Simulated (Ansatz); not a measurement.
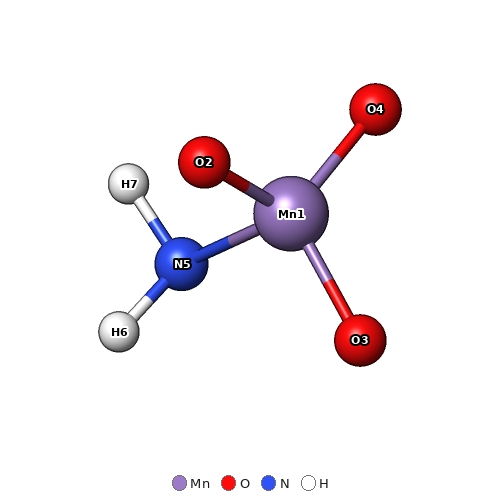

The system is MnO3(NH2); the picture shows the reference structure. 
- First axis: umbrella angle at N5 (between each of its bonds and their common axis; 90 is planar). Second axis: change of the bonds N5–Mn1, N5–H6, N5–H7, all alike.
- Nothing is relaxed (all other coordinates rigid).
- The grid has 9 × 9 points. At 8 points there is no value.
- Points are written as (first, second).
- Energies are in kJ/mol, from the lowest grid point.
- The calculation used Ansatz, RHF/def2-TZVP.

Its coordinates:

```csv
atom,x (Å),y (Å),z (Å)
Mn,0.3512,0.6124,0.1974
O,0.2364,0.3890,1.6737
O,1.7547,0.5207,-0.3212
O,-0.4477,1.7783,-0.3021
N,-0.4715,-0.8158,-0.6358
H,-0.0065,-1.6444,-0.3128
H,-1.4166,-0.8402,-0.2991
```

Range: umbrella angle at N5 (between each of its bonds and their common axis; 90 is planar) from 56.3 to 123.7°; change of the bonds N5–Mn1, N5–H6, N5–H7, all alike from −0.141 to 0.218 Å.

### Predict the map.

The lowest grid point is at (106.9°, −0.006 Å). The smooth surface has its minimum beside a grid point that was not computed. A higher local minimum lies near (73.1°, −0.006 Å) (7 kJ/mol above the lowest at that grid point). The highest grid point, (90.0°, 0.218 Å), lies 258 kJ/mol above the lowest.

| second ↓, first → | 56.3 | 64.7 | 73.1 | 81.6 | 90.0 | 98.4 | 106.9 | 115.3 | 123.7 |
| --- | --- | --- | --- | --- | --- | --- | --- | --- | --- |
| 0.218 | 178 | 171 | 199 | 239 | 258 | 235 | 192 | 164 | 171 |
| 0.173 | 129 | 117 | 140 | 176 | 191 | 171 | 134 | – | 121 |
| 0.128 | 89 | 71 | 89 | 119 | 132 | 114 | 82 | 63 | 80 |
| 0.084 | 60 | 36 | 48 | – | 83 | 68 | 40 | – | 50 |
| 0.039 | 45 | 13 | 19 | 38 | 46 | 33 | 11 | 5 | 34 |
| −0.006 | 48 | 9 | 7 | 21 | 26 | – | 0 | – | 37 |
| −0.051 | 75 | 28 | 19 | 27 | 30 | 23 | 12 | 19 | 64 |
| −0.096 | 134 | 78 | 62 | – | 65 | – | 55 | – | 123 |
| −0.141 | 233 | 168 | 144 | 140 | 140 | 137 | 138 | 159 | 222 |

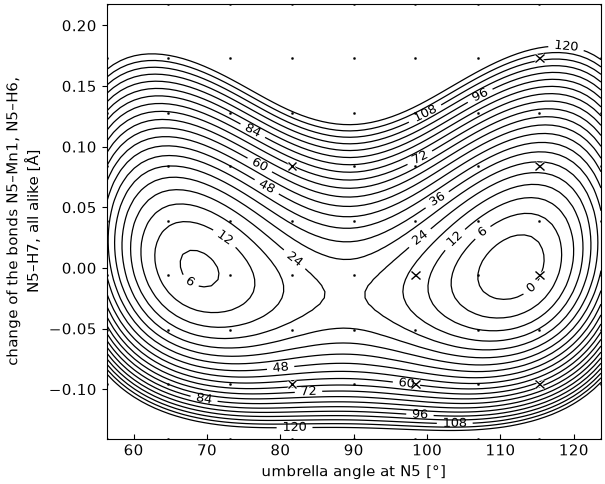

In the figure: contour lines labelled in kJ/mol (none above 120), crosses at grid points without a value, dots at the grid points. Between grid points the surface is interpolated.

Each point was launched as `ansatz run input.yaml --threads 1 --pin off --max-ram 2560MiB --backend cpu --events-out ev --progress --plain --runs-dir out`. Time for the 73 points that were run: 71 min on 1 thread of Arm Neoverse N1, with other jobs on the host.
